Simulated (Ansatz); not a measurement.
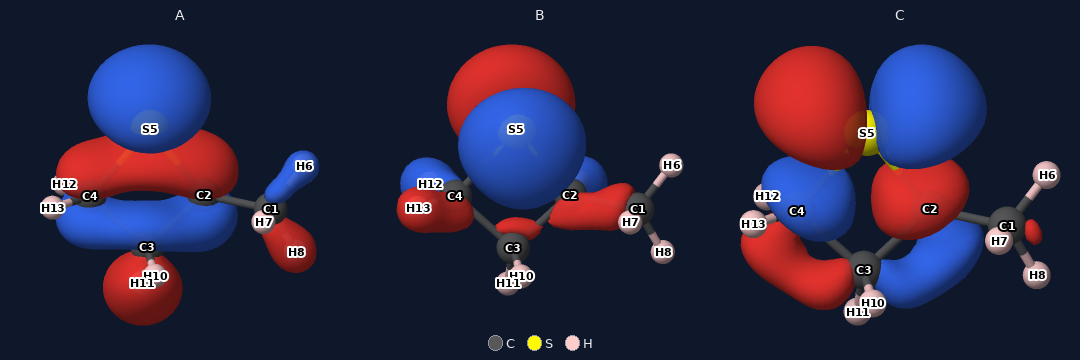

Figure 1: C4H8S. Three frontier orbitals at ±0.1 Å⁻³ᐟ² (blue and red are the two phases), in no order.

These are results of UKS revPBE-D4/6-31G* (Ansatz), not measurements.

```xyz
13

C    -1.7484    0.1712   -0.5075
C    -0.5136    0.1555    0.3803
C     0.6856   -0.7252   -0.0554
C     1.7911    0.2762    0.3504
S     0.5733    1.6875    0.3301
H    -2.4700    0.9382   -0.1768
H    -1.4738    0.3827   -1.5546
H    -2.2563   -0.8109   -0.4680
H    -0.7902   -0.0389    1.4320
H     0.6711   -0.8552   -1.1510
H     0.7399   -1.7226    0.4170
H     2.1806    0.1096    1.3687
H     2.6311    0.3972   -0.3506
```

Question: Order the three orbitals by energy and name them.

Answer: A is the HOMO−1 (−6.75 eV). By Hirshfeld shares it lies mainly on S5 (about 45 %), C2 (about 15 %), C3 (about 15 %), C4 (about 10 %) and H11 (about 5 %). B is the HOMO (−4.84 eV). Its weight (Hirshfeld) is mainly on S5 (about 80 %); largely a lone pair of S5. C is the LUMO (−0.58 eV). Its weight (Hirshfeld) is mainly on S5 (about 55 %), C2 (about 15 %) and C4 (about 15 %).

Question: What is the HOMO–LUMO gap?

Answer: 4.26 eV between the orbital energies.
